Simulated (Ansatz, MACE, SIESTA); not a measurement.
**Random packing of 52AlCl3-48NaCl (mol %) (76 atoms), the built cell with every atom moved at random**

The starting structure: 76 atoms (13 Al, 51 Cl, 12 Na) packed at random in a cube at 1.9 g/cm³ and pushed apart as soft spheres, cations and anions kept from their own kind; a start for melting by ab initio MD, not an equilibrated structure. Then every atom was moved at random, 0.03 Å r.m.s. a Cartesian component.

This is the built cell with every atom moved at random. Method: Kohn-Sham DFT, PBE, PAW, plane waves (Ansatz 0.2.0); cutoff 420 eV, Γ point, fermi-dirac smearing of 0.05 eV; density 1.90 g/cm³.

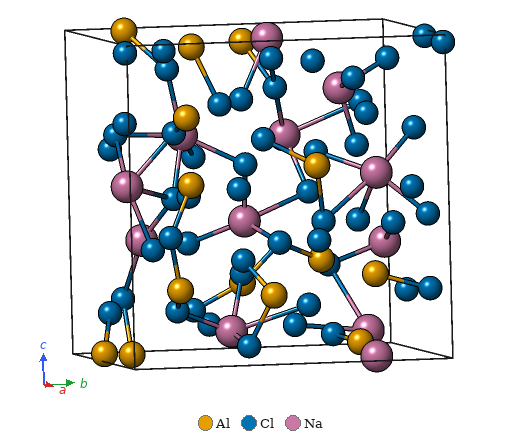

The structure (aluminium orange, chlorine blue, sodium pink). Bonds to atoms that aren't drawn are left out. Some periodic images of atoms are drawn too.

Cell vectors (Å):

```
12.857 0.000 0.000
0.000 12.857 0.000
0.000 0.000 12.857
```

Positions (Å):

```
1 Al 8.473 9.992 0.544
2 Al 10.335 8.046 7.707
3 Al 1.705 6.815 12.265
4 Al 10.914 10.189 3.359
5 Al 4.763 5.998 2.845
6 Al 11.903 5.887 2.700
7 Al 8.708 3.135 9.684
8 Al 10.983 2.969 12.627
9 Al 11.131 2.261 2.967
10 Al 3.702 9.419 3.603
11 Al 1.949 2.011 12.852
12 Al 11.207 2.769 7.142
13 Al 5.673 0.181 0.274
14 Cl 7.238 5.508 3.343
15 Cl 10.566 0.275 9.636
16 Cl 6.759 5.565 6.678
17 Cl 5.584 5.969 10.179
18 Cl 0.467 1.610 8.093
19 Cl 4.501 10.803 8.152
20 Cl 4.158 3.411 6.236
21 Cl 1.616 11.556 9.711
22 Cl 2.738 8.470 0.989
23 Cl 4.654 7.564 4.383
24 Cl 2.088 9.274 6.234
25 Cl 4.371 12.146 11.556
26 Cl 3.595 6.456 7.476
27 Cl 9.010 12.782 12.629
28 Cl 6.924 2.627 12.272
29 Cl 12.465 12.853 12.548
30 Cl 8.371 9.973 11.026
31 Cl 10.426 4.962 4.041
32 Cl 10.939 5.014 0.665
33 Cl 9.067 8.505 5.425
34 Cl 8.451 6.668 11.926
35 Cl 3.827 0.802 1.775
36 Cl 0.562 4.958 7.674
37 Cl 6.267 9.319 0.766
38 Cl 0.663 1.951 2.147
39 Cl 9.044 12.733 5.574
40 Cl 2.765 7.893 10.452
41 Cl 6.635 3.015 8.980
42 Cl 7.346 12.581 8.920
43 Cl 1.470 5.263 1.052
44 Cl 0.926 10.228 3.250
45 Cl 9.122 3.072 6.586
46 Cl 9.162 2.495 2.051
47 Cl 6.995 12.197 2.478
48 Cl 10.859 12.401 2.707
49 Cl 12.397 11.469 6.856
50 Cl 3.790 1.204 8.836
51 Cl 9.594 7.726 2.144
52 Cl 12.364 7.671 4.844
53 Cl 11.633 3.924 10.340
54 Cl 12.601 7.541 11.996
55 Cl 3.250 12.440 4.948
56 Cl 0.881 4.580 4.268
57 Cl 11.492 9.869 9.794
58 Cl 7.149 8.632 8.092
59 Cl 11.793 1.786 5.115
60 Cl 6.693 2.042 4.376
61 Cl 9.511 6.065 8.780
62 Cl 4.494 4.058 1.808
63 Cl 3.798 3.347 11.379
64 Cl 6.297 10.432 5.281
65 Na 5.129 7.157 12.542
66 Na 3.265 3.981 8.704
67 Na 5.332 9.989 10.481
68 Na 6.343 1.132 6.906
69 Na 2.371 6.602 5.160
70 Na 0.740 8.610 8.434
71 Na 2.467 2.417 4.542
72 Na 12.156 9.921 0.159
73 Na 2.279 11.515 0.645
74 Na 8.369 4.816 1.135
75 Na 8.335 10.828 7.238
76 Na 0.348 12.640 4.046
```

Predict the forces.

Columns: atom, fx, fy, fz (forces in eV/Å).

```
1 -1.034 0.470 -1.768
2 -1.945 -0.629 0.107
3 0.661 1.400 0.071
4 0.103 -0.726 0.804
5 2.916 -2.269 -0.172
6 0.028 0.403 2.117
7 -0.632 -0.406 -0.174
8 0.250 -1.144 -1.907
9 -0.297 -0.551 0.369
10 -0.874 2.797 1.043
11 0.769 0.122 -0.967
12 1.953 -0.585 1.080
13 1.028 0.900 1.369
14 -2.330 0.790 -0.398
15 -0.723 1.109 -0.426
16 -0.295 0.228 -0.054
17 -0.085 0.123 0.456
18 -1.869 0.897 -0.803
19 -0.046 0.180 0.060
20 0.251 0.088 -0.315
21 0.332 -0.235 0.162
22 0.081 -0.823 -0.450
23 0.804 -0.879 0.595
24 0.596 -0.202 -0.557
25 0.627 0.595 1.078
26 0.090 0.070 -0.008
27 -0.519 -1.083 0.412
28 -0.221 -1.061 0.531
29 0.978 0.169 0.108
30 0.026 -0.202 1.857
31 0.375 -0.655 -0.582
32 0.857 0.966 0.573
33 1.285 0.276 1.326
34 -0.416 -0.438 0.414
35 0.536 -0.240 -1.198
36 -0.891 -0.241 -0.128
37 0.444 0.169 0.242
38 -0.950 0.367 0.493
39 0.027 -0.107 -0.146
40 -0.592 -1.145 1.464
41 0.904 0.145 0.254
42 -0.033 -0.197 0.285
43 0.111 0.679 -0.933
44 -0.449 -0.126 -0.986
45 1.177 0.194 0.945
46 0.687 -0.546 0.465
47 -0.839 0.182 -1.993
48 0.172 0.566 0.011
49 -0.299 -0.291 -0.699
50 0.014 -0.074 -0.300
51 0.545 1.069 -0.552
52 -0.181 -0.520 -1.215
53 -0.610 -0.741 1.125
54 -0.326 -0.255 -0.062
55 -0.451 0.109 -0.527
56 -0.424 0.575 -1.010
57 -0.331 -1.108 -1.148
58 0.342 -0.109 0.242
59 0.063 0.281 -0.450
60 0.015 -0.054 0.198
61 0.849 1.204 -0.897
62 -0.170 1.317 0.647
63 -1.311 -0.218 0.886
64 -0.777 -0.382 -0.490
65 0.528 -0.332 -0.638
66 -0.060 0.006 -0.074
67 0.580 -0.346 -0.576
68 -0.308 -0.110 -0.252
69 -1.004 -0.090 0.937
70 0.327 0.397 0.077
71 0.404 -0.312 0.264
72 -0.189 0.498 -0.365
73 -0.094 0.024 -0.051
74 -0.733 0.447 -0.395
75 -0.078 0.141 -0.156
76 0.650 -0.518 0.759
```

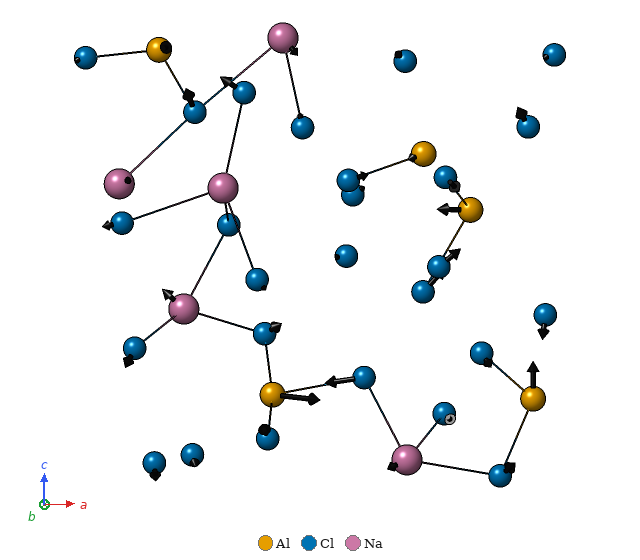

The forces as arrows, the longest 3.70 eV/Å. Drawn is a slice 6 Å thick, seen along the normal of the ac plane. Bonds to atoms that aren't drawn are left out.

Only the Γ point is sampled, in a cell whose shortest periodic width is 13 Å, which is coarse for a cell with partly filled levels.

The r.m.s. force component is 0.778 eV/Å; the longest force, 3.70 eV/Å, acts on Al5.

[Logs are printed without paths, hosts, clocks, repeated set-up lines and the standing remarks that a program may print on its own settings, such as how far it seeks lower states.]

[Hosts, paths, dates, database ids (printed as entryN), source tags and the programs' standing remarks are cut or masked in the printed files.]
